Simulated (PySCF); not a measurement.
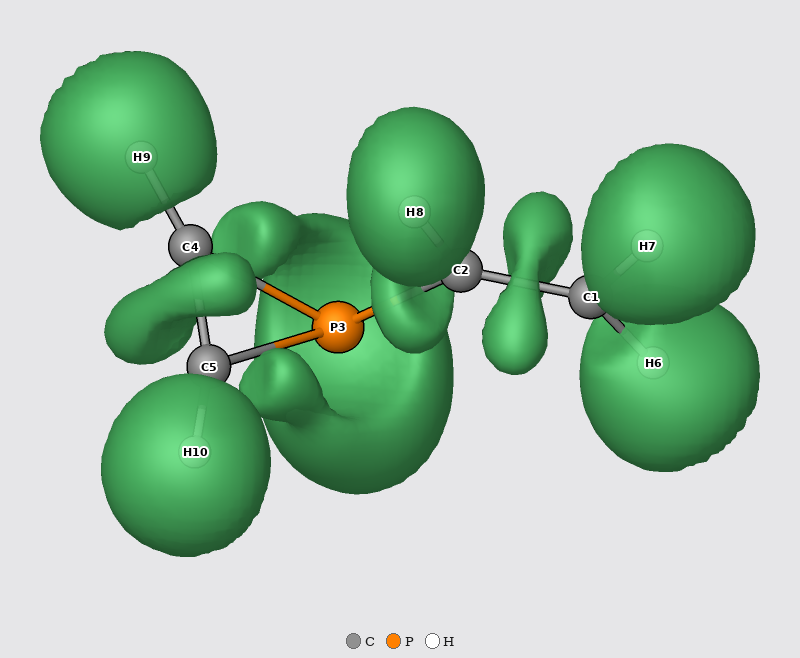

Figure 1: C₄H₅P. Isosurface of the electron localisation function at 0.8 (green), seen across its widest extent. Only the valence region is drawn (cores and ρ < 0.01 e/Å³ removed).

Geometry: GFN2-xTB, MD frame at 250 fs, 400 K.

The calculation used PBE0/pcSseg-1, SCF density, gas phase, non-relativistic (PySCF 2.14.0).

```xyz
10

C    -2.1713    0.0571   -0.2755
C    -0.8790    0.2665   -0.0522
P     0.2260   -0.4774    1.1081
C     1.7890    0.3704    0.5273
C     1.6208   -0.7571   -0.1032
H    -2.8613   -0.6448    0.1550
H    -2.6533    0.6727   -1.0029
H    -0.3299    0.9300   -0.7591
H     2.3075    1.2513    0.5872
H     1.7916   -1.5409   -0.7580
```

What do the ELF domains correspond to?

Answer. The ELF exceeds this value in two regions between bonded C–C atoms (shared pairs), one region between bonded C–P atoms (shared pairs), five regions around hydrogen nuclei and one lobe on P, pointing away from the bonds (lone pairs). Along the contacts the grid gives the following. C–C (1.30 Å): the ELF peaks at about 0.85 between the atoms: a short, multiple covalent bond. C–P (1.77 Å): the ELF peaks at about 0.95 between the atoms (a shared electron pair).
